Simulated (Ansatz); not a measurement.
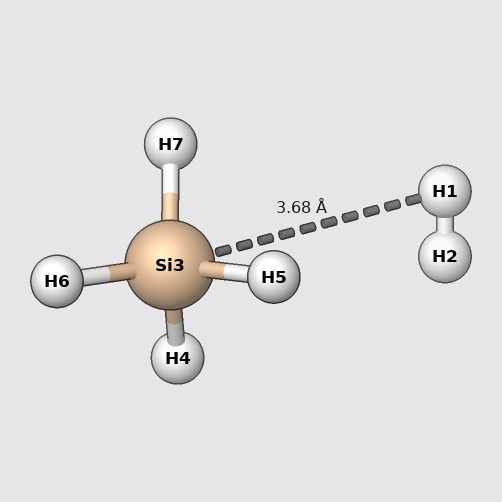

Two molecules or ions; the broken line marks their closest contact (measured against van der Waals radii). Geometry: a pair of rigid molecules at a changed separation. Program: Ansatz 0.2.0.

**Which two species are they?**

H2 and SiH4 (`[H][H].[SiH4]`).

Give the counterpoise-corrected interaction energy (kcal/mol, monomers kept as in the pair) with RHF-CCSD(T) (frozen core)/def2-TZVPPD; PBE-D4/def2-TZVPPD; ωB97M-V/def2-TZVPPD; B3LYP-D4/def2-TZVPPD; r2SCAN-D4/def2-TZVPPD; PBE0-D4/def2-TZVPPD.

```csv
level,interaction energy (kcal/mol)
RHF-CCSD(T) (frozen core)/def2-TZVPPD,−0.3
PBE-D4/def2-TZVPPD,−0.5
ωB97M-V/def2-TZVPPD,−0.3
B3LYP-D4/def2-TZVPPD,−0.3
r2SCAN-D4/def2-TZVPPD,−0.2
PBE0-D4/def2-TZVPPD,−0.5
```
